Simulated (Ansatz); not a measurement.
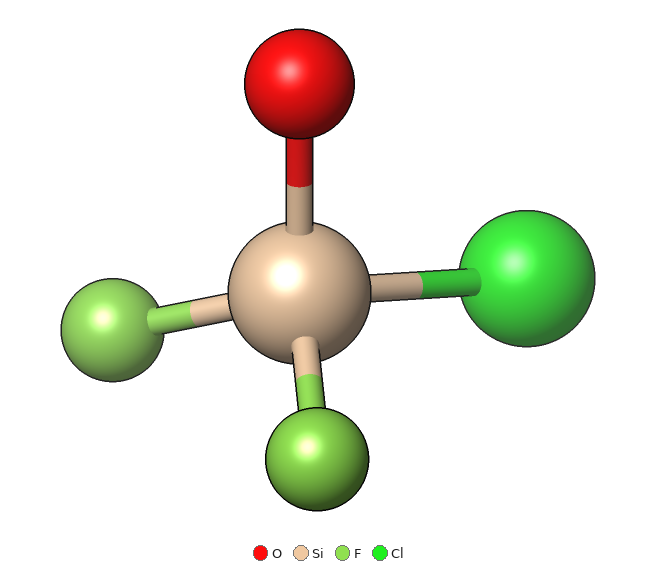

The species is neutral and a spin doublet.

> Give the formula.

SiClOF2, 5 atoms: 1 silicon, 1 chlorine, 1 oxygen and 2 fluorine.

> How many atoms are distinct by symmetry?

4: 1 O, 1 Si, 2 F, 1 Cl.

> Write the SMILES.

[O][Si](F)(F)Cl

> Count the bonded pairs by element.

2 F–Si, 1 O–Si, 1 Cl–Si.

More results for the same structure follow; atom numbers are the same in all pictures, views and colours differ. The computed structure is the end point of a PBE0-D4/def2-TZVP optimisation.

Geometry

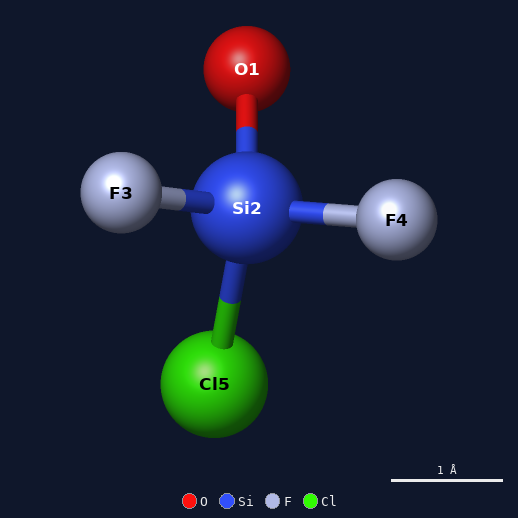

Numbered structure.

Estimate the angles O1–Si2–F3, O1–Si2–Cl5, F3–Si2–F4, F3–Si2–Cl5.

```json
{"angle": "O1–Si2–F3", "degrees": "112.2"}
{"angle": "O1–Si2–Cl5", "degrees": "102.8"}
{"angle": "F3–Si2–F4", "degrees": "106.3"}
{"angle": "F3–Si2–Cl5", "degrees": "111.7"}
```

Levels of theory compared

Program: Ansatz 0.2.0.

Tabulate HOMO energy (eV) at these levels: B3LYP-D4/def2-TZVPP; B97M-V/def2-TZVPP; BHLYP-D4/def2-TZVPP; BLYP-D4/def2-TZVPP; HSE06-D4/def2-TZVPP; PBE-D4/def2-TZVPP; PBE0-D4/def2-QZVPP; PBE0-D4/def2-TZVPP; SPW92 (LDA)/def2-TZVPP; r2SCAN-D4/def2-TZVPP; revPBE-D4/def2-TZVPP; ωB97M-V/def2-QZVPP.

```json
{"level": "B3LYP-D4/def2-TZVPP", "HOMO energy (eV)": "−9.87"}
{"level": "B97M-V/def2-TZVPP", "HOMO energy (eV)": "−8.90"}
{"level": "BHLYP-D4/def2-TZVPP", "HOMO energy (eV)": "−11.71"}
{"level": "BLYP-D4/def2-TZVPP", "HOMO energy (eV)": "−8.09"}
{"level": "HSE06-D4/def2-TZVPP", "HOMO energy (eV)": "−9.77"}
{"level": "PBE-D4/def2-TZVPP", "HOMO energy (eV)": "−8.20"}
{"level": "PBE0-D4/def2-QZVPP", "HOMO energy (eV)": "−10.23"}
{"level": "PBE0-D4/def2-TZVPP", "HOMO energy (eV)": "−10.19"}
{"level": "SPW92 (LDA)/def2-TZVPP", "HOMO energy (eV)": "−8.24"}
{"level": "r2SCAN-D4/def2-TZVPP", "HOMO energy (eV)": "−8.79"}
{"level": "revPBE-D4/def2-TZVPP", "HOMO energy (eV)": "−8.14"}
{"level": "ωB97M-V/def2-QZVPP", "HOMO energy (eV)": "−12.62"}
```

Dipole moment

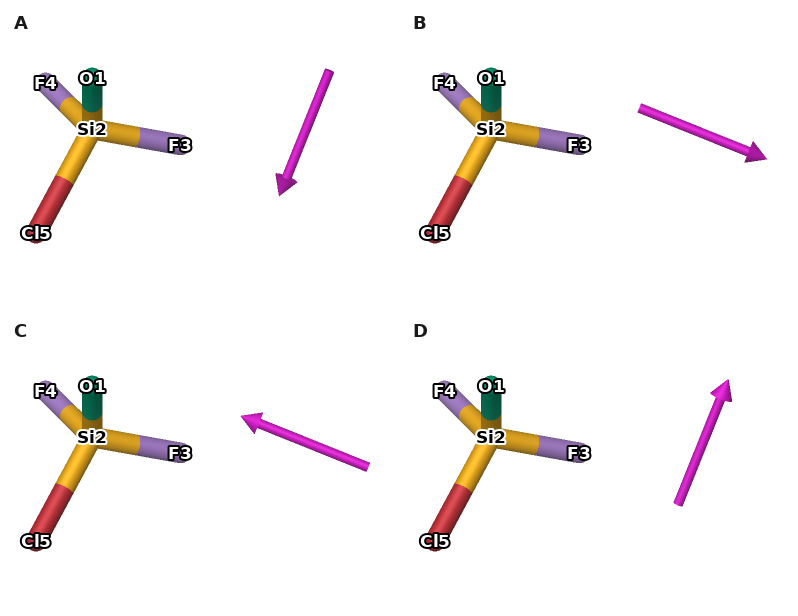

The same molecule four times, each with an arrow. Method: UKS PBE0-D4/def2-TZVP (Ansatz 0.2.0).

> Which arrow points along the dipole moment, from the negative to the positive end?

A. The dipole moment is 0.73 D; it points from the side of O1 to the side of Cl5 (the outermost atoms at the two ends).

Vibrations

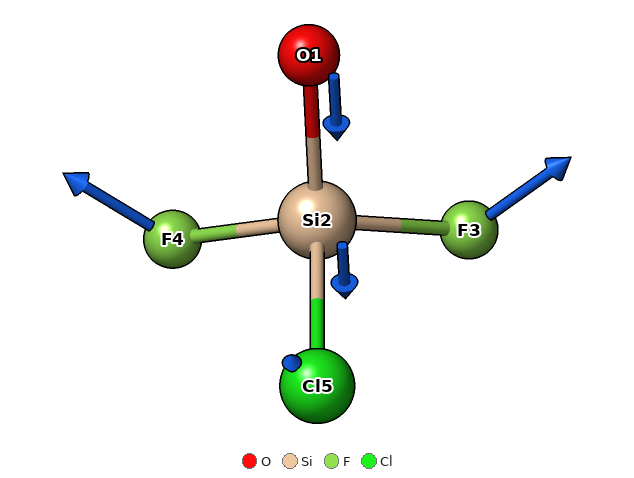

The arrows show one normal mode. Harmonic vibrations computed with UKS PBE0-D4/def2-TZVP (Ansatz 0.2.0) at a stationary point of the same level.

> What kind of motion is it?

Mostly angle bending.

> Estimate its harmonic wavenumber.

345 cm⁻¹; it is mode 5 of 9 counted from the lowest.
